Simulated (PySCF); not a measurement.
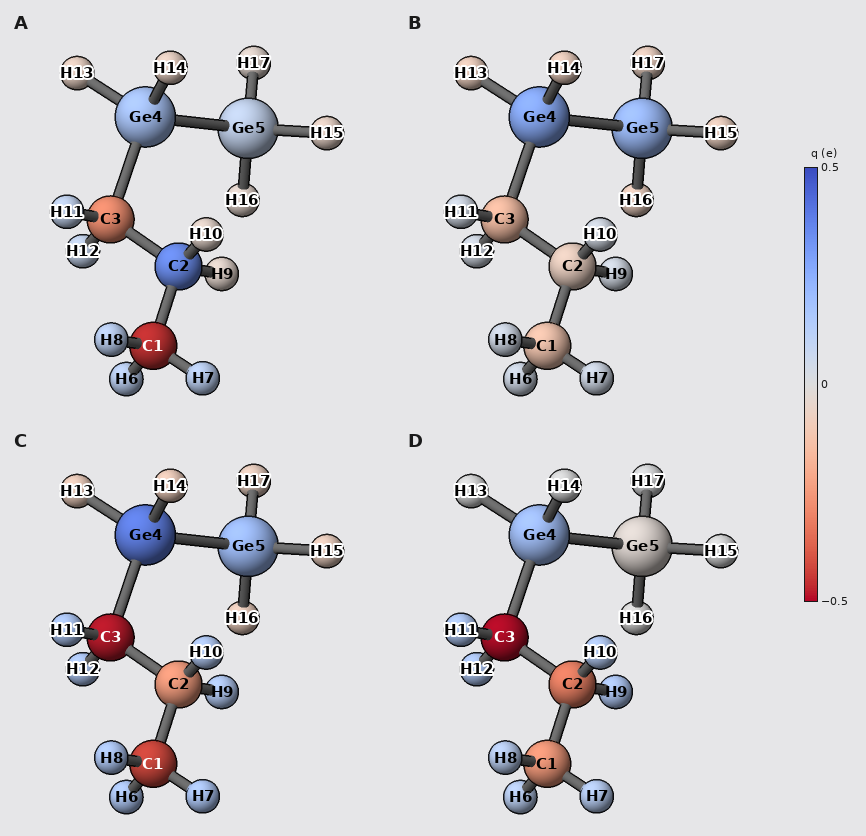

Atomic charges of one calculation by 4 schemes, on one colour scale. The computed structure is the end point of a GFN2-xTB optimisation. No frequency run is at hand to confirm it as a minimum. Computed with PBE0/pcSseg-1 (PySCF 2.14.0).

### The schemes are ESP-fitted, Hirshfeld, IAO, Mulliken. Which panel shows which?

A ESP-fitted, B Hirshfeld, C IAO, D Mulliken.

List the charges (e), one line for each set of equivalent atoms.

```json
{"atom": "C1", "ESP-fitted": "−0.45", "Hirshfeld": "−0.12", "IAO": "−0.41", "Mulliken": "−0.24"}
{"atom": "C2", "ESP-fitted": "0.34", "Hirshfeld": "−0.07", "IAO": "−0.24", "Mulliken": "−0.30"}
{"atom": "C3", "ESP-fitted": "−0.27", "Hirshfeld": "−0.14", "IAO": "−0.48", "Mulliken": "−0.49"}
{"atom": "Ge4", "ESP-fitted": "0.16", "Hirshfeld": "0.25", "IAO": "0.37", "Mulliken": "0.18"}
{"atom": "Ge5", "ESP-fitted": "0.08", "Hirshfeld": "0.19", "IAO": "0.19", "Mulliken": "−0.02"}
{"atom": "H6", "ESP-fitted": "0.10", "Hirshfeld": "0.04", "IAO": "0.14", "Mulliken": "0.11"}
{"atom": "H7", "ESP-fitted": "0.10", "Hirshfeld": "0.04", "IAO": "0.14", "Mulliken": "0.12"}
{"atom": "H8", "ESP-fitted": "0.10", "Hirshfeld": "0.04", "IAO": "0.14", "Mulliken": "0.11"}
{"atom": "H9", "ESP-fitted": "−0.04", "Hirshfeld": "0.03", "IAO": "0.13", "Mulliken": "0.14"}
{"atom": "H10", "ESP-fitted": "−0.04", "Hirshfeld": "0.04", "IAO": "0.13", "Mulliken": "0.13"}
{"atom": "H11", "ESP-fitted": "0.08", "Hirshfeld": "0.04", "IAO": "0.14", "Mulliken": "0.14"}
{"atom": "H12", "ESP-fitted": "0.07", "Hirshfeld": "0.03", "IAO": "0.14", "Mulliken": "0.14"}
{"atom": "H13", "ESP-fitted": "−0.06", "Hirshfeld": "−0.08", "IAO": "−0.08", "Mulliken": "0.00"}
{"atom": "H14", "ESP-fitted": "−0.06", "Hirshfeld": "−0.08", "IAO": "−0.08", "Mulliken": "0.00"}
{"atom": "H15", "ESP-fitted": "−0.05", "Hirshfeld": "−0.07", "IAO": "−0.07", "Mulliken": "0.00"}
{"atom": "H16", "ESP-fitted": "−0.04", "Hirshfeld": "−0.07", "IAO": "−0.08", "Mulliken": "0.00"}
{"atom": "H17", "ESP-fitted": "−0.03", "Hirshfeld": "−0.07", "IAO": "−0.07", "Mulliken": "0.01"}
```

The geometry is semi-empirical. Around Ge such bond lengths and angles can be off by a tenth of an ångström or more and by several degrees, and values that hang on the shape move with them.
